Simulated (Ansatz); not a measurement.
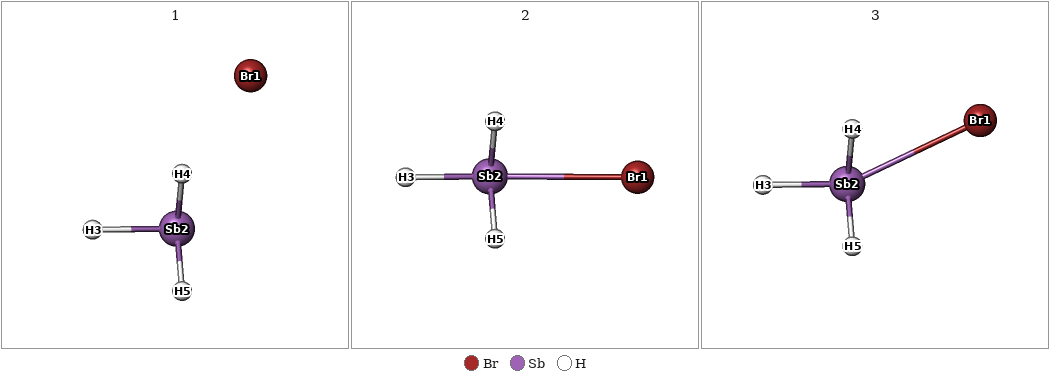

BrH₃Sb, charge −1. The turn is about an axis along (−0.57, −0.82, −0.07) in the frame of the relaxed pair, normal to the line between the partners. First axis: distance Sb2···Br1. Second axis: turn of Br1 about Sb2. The grid has 15 × 15 points; 120 points were computed and 105 follow by symmetry. Points are written as (first, second). Energies are in kJ/mol, from the lowest grid point. These are results of Ansatz, RKS SPW92 (LDA)/def2-TZVPD, not measurements.

The numbered pictures are structures from this grid.

Which is the most stable, and how do the others follow?

Answer. 2, at (3.128 Å, 0.0°): 0 kJ/mol; 3, at (3.128 Å, 25.7°): 13 kJ/mol; 1, at (3.596 Å, 64.3°): 31 kJ/mol.

The map, with the structures marked:

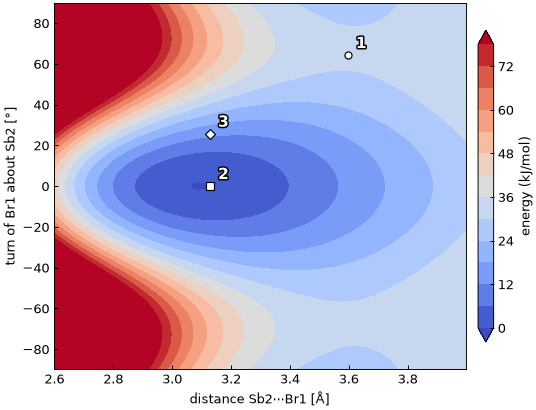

Drawn: filled contours, one colour for all values above the top of the scale. Between grid points the surface is interpolated.
